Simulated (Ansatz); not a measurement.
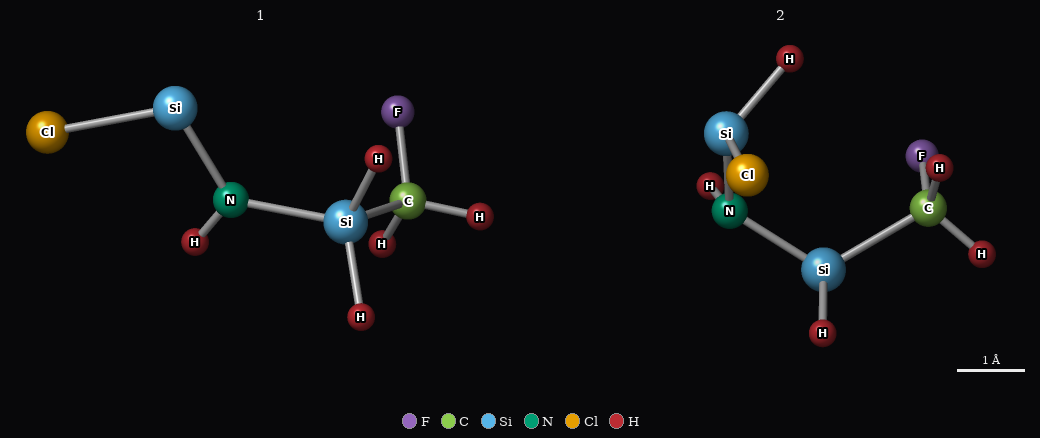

Two geometries of CH5ClFNSi2 (coarse preliminary run), drawn at one scale. One is the start of a relaxation, the other its converged end. Style: ball-and-stick. Shown from a free direction.

The calculation used RKS PBE-D4/def2-SVP in Ansatz. Set-up: force threshold 0.03 eV/Å; at most 200 steps.

> Which of the two is the end point?

Structure 1 is the relaxed one. The start comes from a force field. The Cl atom moves most after the best rigid fit: 3.74 Å. By element the largest moves are Cl 3.74 Å, H 2.50 Å, Si 1.46 Å, N 0.81 Å, F 0.77 Å, C 0.40 Å. Among the contacts that change: H–Si 3.367 → 1.500 Å, H–Si 1.508 → 3.202 Å, N–Si 1.601 → 1.752 Å, N–Si 1.677 → 1.769 Å. New bonds form: H–Si (3.37 → 1.50 Å). Bonds break: H–Si (1.51 → 3.20 Å). Bond angles that change, for instance: N–Si–Cl 114.9° → 98.2°, Si–N–H 109.1° → 117.3°, Si–N–H 110.0° → 117.4°. The energy falls by 74.8 kcal/mol in 34 geometry steps. Largest force component: 5.1 eV/Å at the start, 0.022 eV/Å at the end.
